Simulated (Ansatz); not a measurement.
Base system: SrTiO3 in the cubic perovskite structure (space group Pm-3m, No. 221; a = 3.891 Å).

One thing is altered: Ba replaces 50.0 % of the Sr, ordered in a cell of 10 atoms (starting symmetry P4/mmm) and fully relaxed.

Computed with Ansatz (a program for electronic structure), PBEsol, PAW, cutoff 420 eV, no spin-orbit coupling.

The zone is the changed cell's own and can be folded.

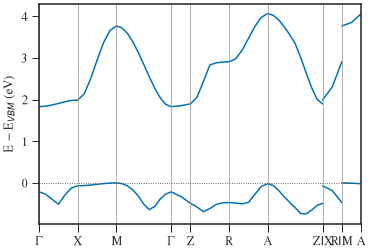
*Highest valence and lowest conduction band along the path of the changed cell's own zone*

From the figure, how large is the changed gap, and is it direct?

About 1.8 eV, indirect, M → Γ.

These are small ordered cells, not random alloys; other orderings at the same x differ. Whether these cells are dynamically stable was not tested. All final runs are without spin polarisation. Many cubic perovskites are stable only at high temperature; tilts and polar distortions were not tested. Labels are those of the standard path for the cell's own space group.
